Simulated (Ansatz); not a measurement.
# Fields on a plane of ZnCu2SnSe4 (kesterite type, space group I-4)

```
ZnCu2SnSe4
1.0
   -2.84961     2.84961     5.69125
    2.84961    -2.84961     5.69125
    2.84961     2.84961    -5.69125
Cu Zn Sn Se
2 1 1 4
Cartesian
  0.00000   0.00000   0.00000
  0.00000   2.84961   2.84562
  2.84961   0.00000   2.84562
  0.00000   0.00000   5.69125
  1.47669   1.52062   4.21232
  1.37292   1.32900  -1.47893
  1.52062  -1.47669   7.17018
  1.32900   4.32630   1.47893
```

The slice is a (001) plane (indices of the conventional cell) through the point (0.371, 0.897, 0.008) (fractional), spanned by u = [101] and v = [011] in vectors of this cell: u (5.70 Å) and v (5.70 Å, at 90° to u). It covers one period; positions are fractions (u, v).

Atoms on it: Se at (0.00, 0.00); Se at (0.52, 0.47).

All values below come from r2SCAN (plane waves to 500 eV, PAW, scalar-relativistic; Ansatz, a first-principles code). k mesh 8×8×8. Near the nuclei the fields are pseudised (PAW); where an atom keeps semicore shells as valence, they peak there. ZnCu2SnSe4 is run without spin polarisation. ZnCu2SnSe4 was relaxed with its symmetry unable to fall.

```tsv
v \ u	0.00	0.11	0.21	0.32	0.43	0.54	0.64	0.75	0.86	0.96
0.86	x	<-2.0	2.8	3.9	4.9	5.6	5.3	4.5	-0.1	x
0.71	4.8	3.9	2.4	2.5	3.5	3.8	4.1	3.7	4.3	4.9
0.57	5.7	5.1	4.3	1.5	x	x	x	4.1	5.5	5.8
0.43	6.4	6.1	5.6	0.0	x	x	x	3.5	6.1	6.4
0.29	5.7	5.7	5.0	4.3	0.3	<-2.0	2.0	4.8	5.5	5.7
0.14	x	<-2.0	4.1	5.4	6.1	6.2	5.9	5.0	-0.1	x
0.00	x	x	1.6	5.6	6.0	6.3	6.2	4.4	x	x
```

Values: electrostatic potential energy of an electron, from the cell's mean, in eV. Points within 1 Å of a nucleus are blanked (x), as the pseudised field means little there. Values under -2 eV are set to -2. The zero, the cell's mean, hangs on the PAW cores.

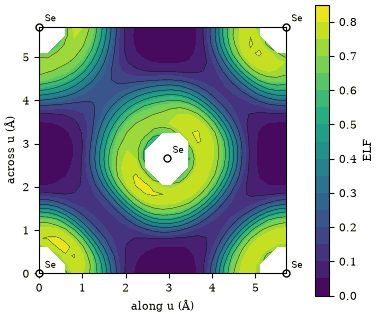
Figure. Electron localisation function (ELF), one period of the plane, atoms marked. Points within 0.5 Å of a nucleus are left white, as the pseudised field means little there.
